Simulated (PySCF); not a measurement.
C3H3NO, SMILES `c1cocn1`.

Method: 6-311G** basis; geometry: GFN2-xTB; program: PySCF. No frequency check shows the geometry to be a minimum.

Coordinates in Å:

```
C1       0.9410   -0.6638    0.0000
C2       0.8839    0.6940    0.0000
O3      -0.4169    1.0535    0.0000
C4      -1.0875   -0.1027    0.0000
N5      -0.3345   -1.1507    0.0000
H6       1.7880   -1.3169    0.0000
H7       1.6235    1.4670    0.0000
H8      -2.1586   -0.0882    0.0000
```

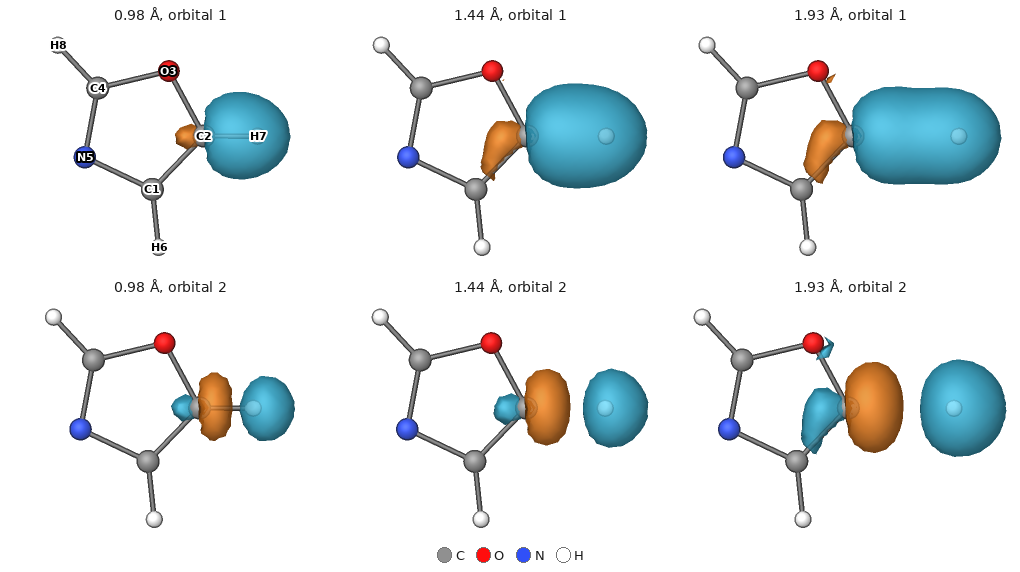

Rigid stretch of the C2–H7 bond. The two CASSCF(2,2) natural orbitals nearest half filling (orbital 1 the more occupied).

### How do the occupations change along the stretch?

0.98 Å: 1.99 and 0.01; 1.44 Å: 1.95 and 0.05; 1.93 Å: 1.81 and 0.19. At the longest distance computed (3.00 Å) they are 1.26 and 0.74, and the effective number of unpaired electrons is 1.7.

UHF's ⟨S²⟩ passes 1 along the scan (up to 1.31), so it also polarises electrons outside the stretched bond; its energy lowering isn't due to that bond alone.

### Where does the UHF solution part from RHF?

Between 1.28 Å (⟨S²⟩ = 0, the two coincide) and 1.44 Å (⟨S²⟩ = 0.02); at 3.00 Å ⟨S²⟩ is 1.31 and UHF lies 4.1 eV below RHF.

### How much energy does the stretch cost?

By CASSCF, 4.9 eV from the lowest point of the scan (1.07 Å) to 3.00 Å; RHF gives 8.4 eV from its own lowest point. The fragments aren't relaxed and dynamic correlation is missing, so this isn't a bond dissociation energy.
